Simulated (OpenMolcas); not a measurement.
## Energy and gradient calculation of CH₅Ge (part 2 of 2)

CH₅Ge, multiplicity 2, SMILES [CH3][GeH2]; SVWN5/def2-TZVP, UKS (OpenMolcas 26.06). The geometry comes from this level: PBE0-D4/def2-TZVP.

Geometry of the input (Å):
```
C  -0.2476  -0.8093  -0.2064
Ge 0.3960  0.8248  0.6630
H  -1.1532  -1.1664  0.2838
H  0.5131  -1.5881  -0.1570
H  -0.4732  -0.6034  -1.2556
H  -0.6731  1.9408  0.6212
H  1.6992  1.3337  0.0053
```

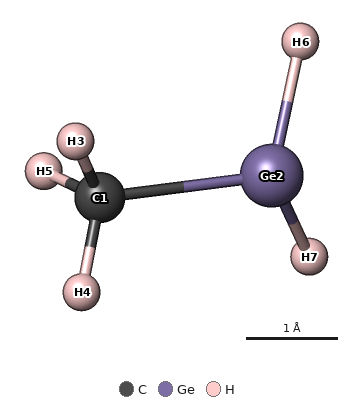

The input geometry (ball-and-stick view, seen at a tilt; atoms are numbered from 1 in the order of the input). Sticks mark near contacts.

What the program printed, continued
```
          Orbital           11        12        13        14        15        16        17        18        19        20
          Energy           -1.0932   -1.0927   -1.0922   -1.0891   -1.0891   -0.6367   -0.4792   -0.3732   -0.3712   -0.2975
          Occ. No.          1.0000    1.0000    1.0000    1.0000    1.0000    1.0000    1.0000    1.0000    1.0000    1.0000

          Orbital           21        22        23        24        25        26        27        28        29        30
          Energy           -0.2925   -0.1756   -0.0011    0.0113    0.0330    0.0632    0.0780    0.0784    0.1317    0.1546
          Occ. No.          1.0000    1.0000    0.0000    0.0000    0.0000    0.0000    0.0000    0.0000    0.0000    0.0000

          Orbital           31        32        33        34        35        36        37        38        39        40
          Energy            0.1596    0.1773    0.1856    0.2253    0.2337    0.2650    0.2748    0.3549    0.3709    0.3813
          Occ. No.          0.0000    0.0000    0.0000    0.0000    0.0000    0.0000    0.0000    0.0000    0.0000    0.0000

          Orbital           41        42        43        44        45
          Energy            0.4065    0.4192    0.4193    0.4738    0.4924
          Occ. No.          0.0000    0.0000    0.0000    0.0000    0.0000

--

      All orbitals with orbital energies smaller than  E(LUMO)+0.5 are printed

++    Molecular orbitals:
      -------------------

      Title: UKS-DFT orbitals (beta)

      Molecular orbitals for symmetry species 1: a

          Orbital            1         2         3         4         5         6         7         8         9        10
          Energy         -396.3190  -49.0828  -43.7541  -43.7533  -43.7531   -9.7815   -5.9312   -4.1662   -4.1639   -4.1634
          Occ. No.          1.0000    1.0000    1.0000    1.0000    1.0000    1.0000    1.0000    1.0000    1.0000    1.0000

          Orbital           11        12        13        14        15        16        17        18        19        20
          Energy           -1.0894   -1.0888   -1.0884   -1.0870   -1.0869   -0.6333   -0.4655   -0.3714   -0.3671   -0.2897
          Occ. No.          1.0000    1.0000    1.0000    1.0000    1.0000    1.0000    1.0000    1.0000    1.0000    1.0000

          Orbital           21        22        23        24        25        26        27        28        29        30
          Energy           -0.2860   -0.1362    0.0062    0.0190    0.0474    0.0697    0.0808    0.0831    0.1485    0.1613
          Occ. No.          1.0000    0.0000    0.0000    0.0000    0.0000    0.0000    0.0000    0.0000    0.0000    0.0000

          Orbital           31        32        33        34        35        36        37
          Energy            0.1688    0.1846    0.1901    0.2376    0.2409    0.2839    0.2907
          Occ. No.          0.0000    0.0000    0.0000    0.0000    0.0000    0.0000    0.0000

--

++    Molecular charges:
      ------------------

      Mulliken charges per centre and basis function type
      ---------------------------------------------------

                            C1                      GE2                     H3                      H4                      H5                      H6
                     alpha        beta       alpha        beta       alpha        beta       alpha        beta       alpha        beta       alpha        beta
      1s           1.6505      1.6508      3.8259      3.7026      0.3998      0.4011      0.3998      0.4012      0.4081      0.3885      0.4915      0.4691
      2px          0.5478      0.5449      2.4342      2.3884      0.0046      0.0045      0.0038      0.0039      0.0026      0.0026      0.0013      0.0013
      2pz          0.5423      0.5357      2.7546      2.0597      0.0030      0.0030      0.0025      0.0024      0.0053      0.0054      0.0016      0.0002
      2py          0.5323      0.5268      2.3998      2.3518      0.0031      0.0031      0.0044      0.0044      0.0032      0.0027      0.0015      0.0014
      3d2+         0.0009      0.0006      1.0099      1.0088      0.0000      0.0000      0.0000      0.0000      0.0000      0.0000      0.0000      0.0000
      3d1+         0.0017      0.0005      1.0073      1.0085      0.0000      0.0000      0.0000      0.0000      0.0000      0.0000      0.0000      0.0000
      3d0          0.0046      0.0012      1.0095      1.0071      0.0000      0.0000      0.0000      0.0000      0.0000      0.0000      0.0000      0.0000
      3d1-         0.0013     -0.0004      1.0081      1.0093      0.0000      0.0000      0.0000      0.0000      0.0000      0.0000      0.0000      0.0000
      3d2-         0.0023      0.0022      1.0244      1.0243      0.0000      0.0000      0.0000      0.0000      0.0000      0.0000      0.0000      0.0000
      4f3+         0.0001      0.0001      0.0016      0.0013      0.0000      0.0000      0.0000      0.0000      0.0000      0.0000      0.0000      0.0000
      4f2+        -0.0000     -0.0001      0.0017      0.0021      0.0000      0.0000      0.0000      0.0000      0.0000      0.0000      0.0000      0.0000
      4f1+         0.0001      0.0001      0.0007      0.0008      0.0000      0.0000      0.0000      0.0000      0.0000      0.0000      0.0000      0.0000
      4f0          0.0002      0.0002      0.0008      0.0009      0.0000      0.0000      0.0000      0.0000      0.0000      0.0000      0.0000      0.0000
      4f1-         0.0001      0.0001      0.0015      0.0018      0.0000      0.0000      0.0000      0.0000      0.0000      0.0000      0.0000      0.0000
      4f2-         0.0000      0.0000      0.0014      0.0012      0.0000      0.0000      0.0000      0.0000      0.0000      0.0000      0.0000      0.0000
      4f3-         0.0001      0.0001      0.0021      0.0017      0.0000      0.0000      0.0000      0.0000      0.0000      0.0000      0.0000      0.0000
      Total        3.2844      3.2629     16.4835     15.5704      0.4106      0.4118      0.4106      0.4118      0.4191      0.3991      0.4959      0.4720
      Total              6.5473                 32.0540                  0.8224                  0.8224                  0.8183                  0.9679

      Charge           -0.5473                 -0.0540                  0.1776                  0.1776                  0.1817                  0.0321

                            H7
                     alpha        beta
      1s           0.4915      0.4691
      2px          0.0018      0.0014
      2pz          0.0018      0.0006
      2py          0.0008      0.0008
      3d2+         0.0000      0.0000
      3d1+         0.0000      0.0000
      3d0          0.0000      0.0000
      3d1-         0.0000      0.0000
      3d2-         0.0000      0.0000
      4f3+         0.0000      0.0000
      4f2+         0.0000      0.0000
      4f1+         0.0000      0.0000
      4f0          0.0000      0.0000
      4f1-         0.0000      0.0000
      4f2-         0.0000      0.0000
      4f3-         0.0000      0.0000
      Total        0.4959      0.4720
      Total              0.9679

      Charge            0.0321

      Total electronic charge=   43.000000

      Total            charge=   -0.000000
--

++    Molecular orbitals:
      -------------------

      Title: Natural orbitals

      Molecular orbitals for symmetry species 1: a

          Orbital            1         2         3         4         5         6         7         8         9        10
          Energy         -396.3196  -49.0830  -43.7548  -43.7535  -43.7533   -9.7764   -5.7684   -4.1465   -4.1499   -4.2436
          Occ. No.          2.0000    2.0000    2.0000    2.0000    2.0000    2.0000    2.0000    2.0000    2.0000    2.0000

          Orbital           11        12        13        14        15        16        17        18        19        20
          Energy           -0.8481   -0.7188   -1.0464   -0.9058   -1.0114   -0.7360   -1.0743   -0.4261   -0.3729   -0.3497
          Occ. No.          2.0000    2.0000    2.0000    2.0000    2.0000    2.0000    2.0000    2.0000    1.9999    1.9999

          Orbital           21        22        23        24        25        26        27        28        29        30
          Energy           -0.5151   -0.1556    0.3235    0.2847    0.3781    0.3576    0.8419    0.5006    0.9309    0.8093
          Occ. No.          1.9998    1.0000    0.0002    0.0001    0.0001    0.0000    0.0000    0.0000    0.0000    0.0000

          Orbital           31        32        33        34        35        36        37        38        39        40
          Energy            0.9547    0.7618    0.8882    0.6575    1.1288    1.1393    1.1032    3.6265    2.7718    2.6101
          Occ. No.          0.0000    0.0000    0.0000    0.0000    0.0000    0.0000    0.0000    0.0000    0.0000    0.0000

          Orbital           41        42        43        44        45        46        47        48        49        50
          Energy            2.8556    3.7374    0.5726    0.6905    0.5197    0.6484    4.0486    0.6028    0.4411    0.4914
          Occ. No.          0.0000    0.0000    0.0000    0.0000    0.0000    0.0000    0.0000    0.0000    0.0000    0.0000

          Orbital           51        52        53        54        55        56        57        58        59        60
          Energy            0.8962    0.8350    1.2120    1.4221    0.8170    0.4392    0.5907    1.8552    1.5395    0.7583
          Occ. No.          0.0000    0.0000    0.0000    0.0000    0.0000    0.0000    0.0000    0.0000    0.0000    0.0000

          Orbital           61        62        63        64        65        66        67        68        69        70
          Energy            1.5005    1.8479    1.4391    2.8275    1.0465    1.2962    1.6654    1.2542    1.8627    1.6590
          Occ. No.          0.0000    0.0000    0.0000    0.0000    0.0000    0.0000    0.0000    0.0000    0.0000    0.0000

          Orbital           71        72        73        74        75        76        77        78        79        80
          Energy            1.3993    3.3540    1.6052    1.2814    3.0986    2.8735    1.7850    1.3685    0.8984    0.8631
          Occ. No.          0.0000    0.0000    0.0000    0.0000    0.0000    0.0000    0.0000    0.0000    0.0000    0.0000

          Orbital           81        82        83        84        85        86        87        88        89        90
          Energy            1.9058    1.9549    1.2293    0.7230    2.3775    1.2323    2.3921    2.6368    1.2784    3.0607
          Occ. No.          0.0000    0.0000    0.0000    0.0000    0.0000    0.0000    0.0000    0.0000    0.0000    0.0000

          Orbital           91        92        93        94        95        96        97        98        99       100
          Energy            1.9407    1.0854    2.2984    3.0569    2.7266    2.7393    1.4940    4.0054    3.3127    2.4378
          Occ. No.          0.0000    0.0000    0.0000    0.0000    0.0000    0.0000    0.0000    0.0000    0.0000    0.0000

          Orbital          101       102       103       104       105
          Energy            4.2121    4.1279    3.4836    2.3761    3.2398
          Occ. No.          0.0000    0.0000    0.0000    0.0000    0.0000

--

++    Molecular properties:
      ---------------------

      Charge (e):
                      =   -0.0000
      Dipole Moment (debye):
      Origin of the operator (angstrom)=    0.2882    0.5626    0.5060
                   X= -2.8752E-01               Y= -7.1477E-01               Z= -4.0171E-01           Total=  8.6887E-01
      Quadrupole Moment (debye*angstrom):
      Origin of the operator (angstrom)=    0.2882    0.5626    0.5060
                  XX= -2.6496E+01              XY=  1.1727E-01              XZ= -6.2825E-03              YY= -2.6317E+01
                  YZ=  2.4699E-01              ZZ= -2.6793E+01
      In traceless form (debye*angstrom)
                  XX=  5.9252E-02              XY=  1.7591E-01              XZ= -9.4238E-03              YY=  3.2795E-01
                  YZ=  3.7049E-01              ZZ= -3.8720E-01
--

--- Stop Module: scf /rc=_RC_ALL_IS_WELL_ ---
--- Module scf spent 41 seconds ---

--- Start Module: alaska ---

                                              &ALASKA

                       available to each process: 1.9 GB of memory, 1 thread

                     Threshold for contributions to the gradient: 1.000E-07

                    ********************************************
                    * Symmetry Adapted Cartesian Displacements *
                    ********************************************

           Irreducible representation : a
           Basis function(s) of irrep: x, y, xy, Rz, z, xz, Ry, yz, Rx, I

 Basis Label        Type   Center Phase
   1   C1           x         1     1
   2   C1           y         1     1
   3   C1           z         1     1
   4   GE2          x         2     1
   5   GE2          y         2     1
   6   GE2          z         2     1
   7   H3           x         3     1
   8   H3           y         3     1
   9   H3           z         3     1
  10   H4           x         4     1
  11   H4           y         4     1
  12   H4           z         4     1
  13   H5           x         5     1
  14   H5           y         5     1
  15   H5           z         5     1
  16   H6           x         6     1
  17   H6           y         6     1
  18   H6           z         6     1
  19   H7           x         7     1
  20   H7           y         7     1
  21   H7           z         7     1

                     No automatic utilization of translational and rotational invariance of the energy is employed.

 DFT contribution computed for a moving grid.

 Conventional ERI gradients!

 **************************************************
 *              Molecular gradients               *
 **************************************************

  Irreducible representation: a
 ------------------------------------------------------------------------------------------
                              X                       Y                       Z
 ------------------------------------------------------------------------------------------
  C1               -3.22952040869851E-03   -7.99362396070258E-03   -4.88933143354142E-03
  GE2               1.97268264600936E-03    5.41816271783624E-03    2.23129769469210E-03
  H3                4.66872156889231E-03    1.48580315056934E-03   -2.74469640833663E-03
  H4               -4.24100727573284E-03    3.77885851431436E-03   -4.17594583530662E-04
  H5                9.96261955571232E-04   -1.74020639726732E-03    5.45469540884369E-03
  H6                9.20187417704277E-04   -7.18118166497916E-04   -8.22065495052343E-05
  H7               -1.08732590380178E-03   -2.30875858112878E-04    4.47835871439040E-04
 ------------------------------------------------------------------------------------------

--- Stop Module: alaska /rc=_RC_ALL_IS_WELL_ ---
--- Module alaska spent 11 seconds ---

.##################.
.# Happy landing! #.
.##################.

    Timing: Wall=60.47 User=54.57 System=5.85
```

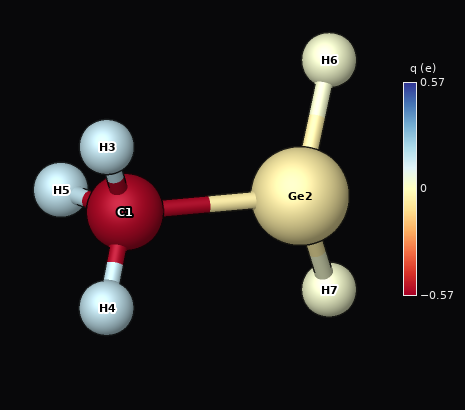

Mulliken charges, as the colour of each atom (ball-and-stick view, seen at a tilt; atoms are numbered from 1 in the order of the input). By element: C −0.55, Ge −0.05 and H +0.03 to +0.18 e.

Results in brief

| quantity | value |
| --- | --- |
| outcome | converged |
| total energy | −2114.521483 hartree |
| basis functions | 109 |
| largest force | 0.510 eV/Å |
| ⟨S²⟩ | 0.751 |
| dipole moment | 0.87 debye |
| hardware | 1 thread of Intel Xeon @ 2.50GHz (Skylake/Cascade Lake), 96 GiB of memory available, shared host |
| wall time | 61 s |
| peak memory | 0.64 GiB |
